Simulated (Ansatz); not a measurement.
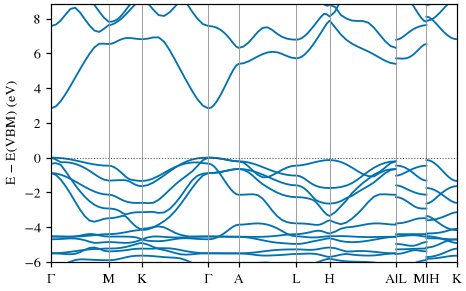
Figure. Band structure from the program Ansatz at the r²SCAN level (PAW)

Question: Read off the gap and where the band edges lie.

Answer: About 2.8 eV (2.83 eV by a search for the band edges); maximum at Γ, minimum at Γ.

Question: Pick the material that matches.
A) AlZnNO, P3m1 (Al on 1b, Zn on 1c, O on 1b, N on 1c)
B) ScAlN2, P3m1 (Sc on 1b, N on 1b, Al on 1c, N on 1c)
C) ScSnCN, P3m1 (Sc on 1b, Sn on 1c, C on 1b, N on 1c)
D) CdGaNO, P3m1 (Ga on 1b, Cd on 1c, O on 1b, N on 1c)

Answer: A, AlZnNO, P3m1 (Al on 1b, Zn on 1c, O on 1b, N on 1c)

The start of the workflow was typed in or built on a structure type; neither database checked (COD, Materials Project) lists it. Its standing as an ambient phase is unchecked. The r²SCAN relaxation kept the symmetry of its start; its stability against distortions is not shown here.

Potentials: the earlier of the program's two PAW sets.
